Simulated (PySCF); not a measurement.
C₁₀H₁₅In: excited-state calculation

System: C₁₀H₁₅In.
Method: TDDFT CAM-B3LYP/def2-SVPD, vertical, gas phase, core orbitals frozen in the response (PySCF 2.14.0).

The geometry comes from this level: PBE0-D3(BJ)/def2-SVP. It belongs to a series of runs on one base structure; here: one ligand: Et to Ph.

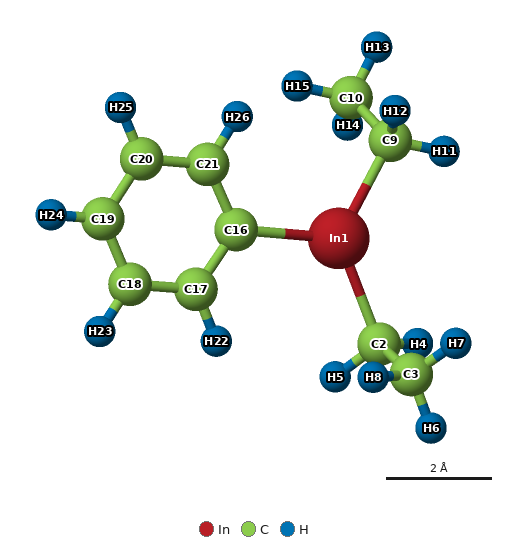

*The structure (ball-and-stick view, seen at a tilt; atoms are numbered from 1 in the order of the input). Sticks mark near contacts.*

Bond lengths as drawn: C–C 1.39 to 1.53 Å, C–H 1.09 to 1.10 Å and C–In 2.17 to 2.18 Å.

Key numbers

```tsv
quantity	value
outcome	converged
total energy	−579.668991 hartree
HOMO	−7.95 eV
LUMO	−0.44 eV
dipole moment	0.48 D
mean polarisability	155.82 a.u.
lowest singlet excitation	4.31 eV
hardware	2 CPU threads, shared host
wall time	2.9 min (CPU time 6.6 min)
peak memory	3 GiB
```

Spin–orbit coupling is left out, which matters for the heavy atoms.

Input file
```
{"job": {"kind": "uv", "xc": "CAM-B3LYP", "basis": "def2-SVPD", "ip": false, "nstates": 10}, "charge": 0, "multiplicity": 1}
In     0.585224     0.922494    -0.033016
C      2.745408     0.745929    -0.302158
C      3.481721     0.373301     0.982699
H      3.130203     1.693778    -0.711059
H      2.914419    -0.021976    -1.075378
H      4.570254     0.281348     0.822446
H      3.342501     1.124969     1.777185
H      3.137869    -0.591291     1.390892
C     -0.566784     2.750639     0.274510
C     -1.587148     3.017359    -0.829619
H      0.124662     3.600787     0.384051
H     -1.077033     2.638148     1.246566
H     -2.194376     3.916177    -0.623060
H     -1.106909     3.180252    -1.808433
H     -2.290495     2.178434    -0.957443
C     -0.543457    -0.930234    -0.045878
C      0.080677    -2.154257    -0.337904
C     -0.634634    -3.352295    -0.344655
C     -1.999417    -3.348431    -0.056962
C     -2.642072    -2.146186     0.236794
C     -1.918202    -0.953143     0.241509
H      1.151426    -2.181050    -0.566948
H     -0.126927    -4.293173    -0.574187
H     -2.562875    -4.285036    -0.060975
H     -3.711992    -2.138624     0.462117
H     -2.443440    -0.021999     0.478859
```

The first line tells a small driver script what to run in PySCF; the rest is the geometry in Å.

Launch command:
```bash
OMP_NUM_THREADS=2 python <driver script> task.json out
```

Log
```
coarse grid: 96968 points
cycle   1  E = -577.3481053435  dE = -1.839e+01  |g| = 2.782e+00  |ddm| = 8.788e+01
cycle   2  E = -507.2822139596  dE =  7.007e+01  |g| = 9.933e+00  |ddm| = 2.176e+02
cycle   3  E = -579.2376734970  dE = -7.196e+01  |g| = 1.017e+00  |ddm| = 2.085e+02
cycle   4  E = -579.6159496586  dE = -3.783e-01  |g| = 4.299e-01  |ddm| = 1.305e+01
cycle   5  E = -579.6616974934  dE = -4.575e-02  |g| = 1.521e-01  |ddm| = 4.547e+00
cycle   6  E = -579.6681489981  dE = -6.452e-03  |g| = 4.821e-02  |ddm| = 9.855e-01
cycle   7  E = -579.6687935754  dE = -6.446e-04  |g| = 2.090e-02  |ddm| = 4.232e-01
cycle   8  E = -579.6689432417  dE = -1.497e-04  |g| = 6.232e-03  |ddm| = 1.441e-01
cycle   9  E = -579.6689608725  dE = -1.763e-05  |g| = 2.919e-03  |ddm| = 8.363e-02
cycle  10  E = -579.6689635362  dE = -2.664e-06  |g| = 6.512e-04  |ddm| = 1.627e-02
final grid: 206704 points
cycle  11  E = -579.6689911118  dE = -1.632e-07  |g| = 5.704e-04  |ddm| = 1.991e-02
cycle  12  E = -579.6689911169  dE = -5.012e-09  |g| = 5.999e-04  |ddm| = 4.802e-03
cycle  13  E = -579.6689912028  dE = -8.595e-08  |g| = 3.584e-05  |ddm| = 2.122e-03
cycle  14  E = -579.6689912034  dE = -5.839e-10  |g| = 2.623e-05  |ddm| = 3.304e-04
```

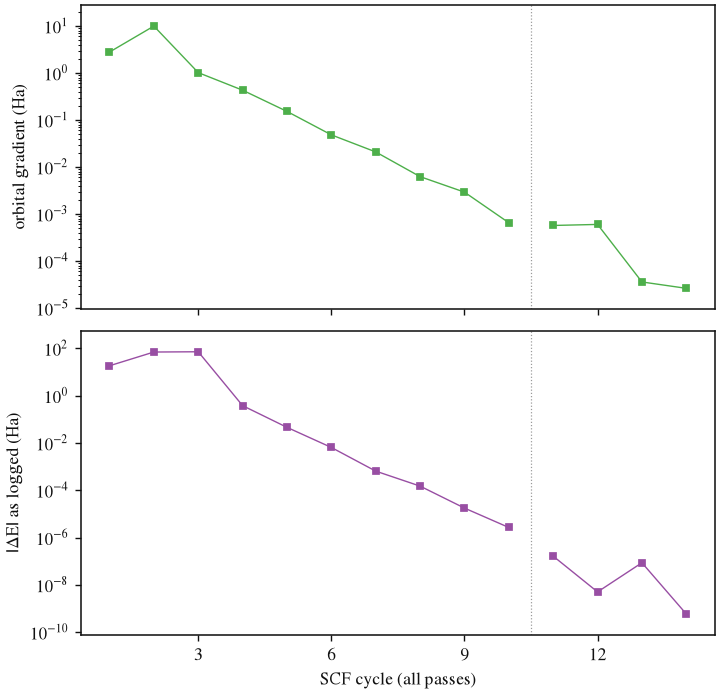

*Convergence of the self-consistent field: orbital gradient and size of the energy change against the SCF cycle. The dotted line marks the change from a coarse to the final integration grid.*

The first 10 cycles use a coarse grid, the final grid takes over at cycle 11, and the field converges after 14 cycles in all.

```
converged SCF energy = -579.6689912034

Static polarisability (au): isotropic 155.823, principal 106.370 172.723 188.376

Singlet excitations
state   eV       nm        f      main configurations
  1   4.3102    287.7   0.00004   H->L 0.96
  2   4.4257    280.1   0.00042   H-1->L 0.97
  3   5.1519    240.7   0.00253   H-3->L 0.60, H-2->L+2 0.26, H-3->L+3 0.13
  4   5.3980    229.7   0.21795   H-2->L 0.92
  5   5.7621    215.2   0.11364   H->L+1 0.92
  6   5.8209    213.0   0.00269   H-1->L+2 0.90
  7   5.9905    207.0   0.08580   H-1->L+1 0.82
  8   6.1471    201.7   0.00683   H-1->L+3 0.79
  9   6.1706    200.9   0.05088   H-2->L+2 0.37, H-3->L 0.35, H-3->L+3 0.15
 10   6.3962    193.8   0.17758   H-3->L+2 0.63, H-2->L+3 0.21

Triplet excitations (Tamm-Dancoff, eV): 3.9626 4.0839 4.1305 4.5641
```

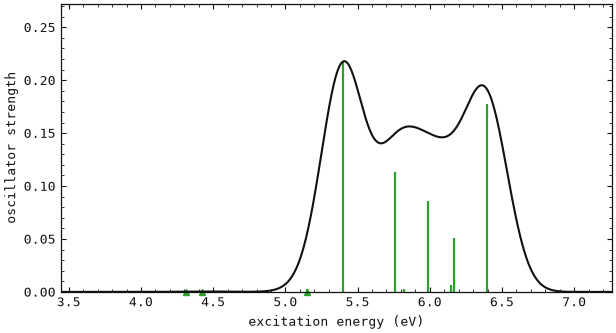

*Computed excitations as sticks (degenerate states added up, dark ones marked on the axis), with a Gaussian envelope of 0.35 eV full width at half maximum, scaled to the tallest.*

Of the 10 states the lowest lies at 4.31 eV (f = 0.000); the strongest line is at 5.40 eV, or 230 nm (f = 0.218).

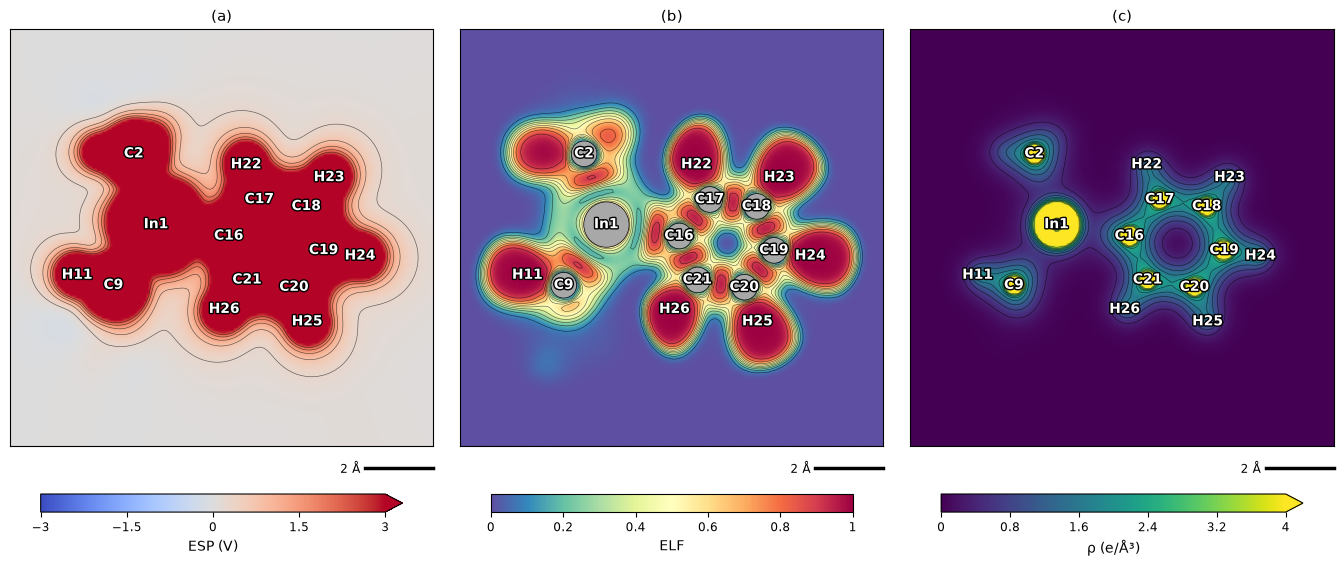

*(a) molecular electrostatic potential; (b) ELF; (c) total electron density on the plane of atoms C9, In1 and C16. Grey discs, where drawn, cover atomic cores.*

The potential has no marked negative region in this plane.

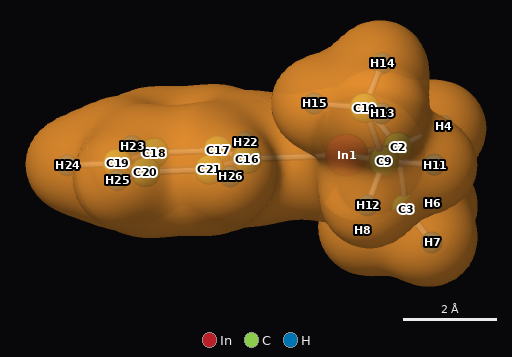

*Isosurface of the electron density at 0.05 e/Å³ (orange), seen from the side.*

At this value the surface is in one piece. On the grid the lowest density along these lines, outside the cores, is 2.1 e/Å³ (C–C, 1.39 Å), 0.64 e/Å³ (C–In, 2.17 Å), 1.9 e/Å³ (C–H, 1.09 Å) and 1.6 e/Å³ (C–C, 1.53 Å).
